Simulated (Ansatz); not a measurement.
Base system: B (space group I4_132, No. 214; a = 4.633 Å; a hypothetical phase, not in the database extracts checked). Axes: x, y, z lie along the cube axes.

Structures relaxed with PBEsol, PAW, 420 eV (Ansatz, a program for electronic structure; no spin-orbit coupling).

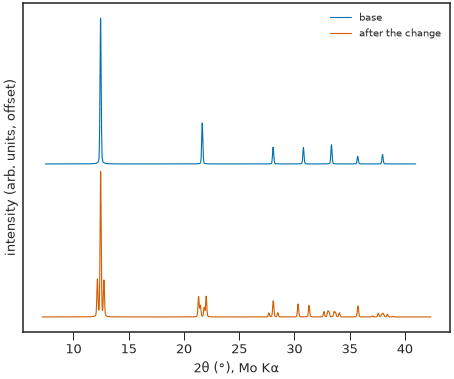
Simulated powder patterns before (top) and after one change

Q: What was done to the base?
A. isotropic strain +0.25 %
B. isotropic strain +0.21 %
C. tensor shear ε_yz = +2.36 %

A: C, tensor shear ε_yz = +2.36 %. Its volume per atom is 12.42 Å³ against 12.43 Å³, and its space group is F222 (No. 22).

Whether these cells are dynamically stable was not tested.
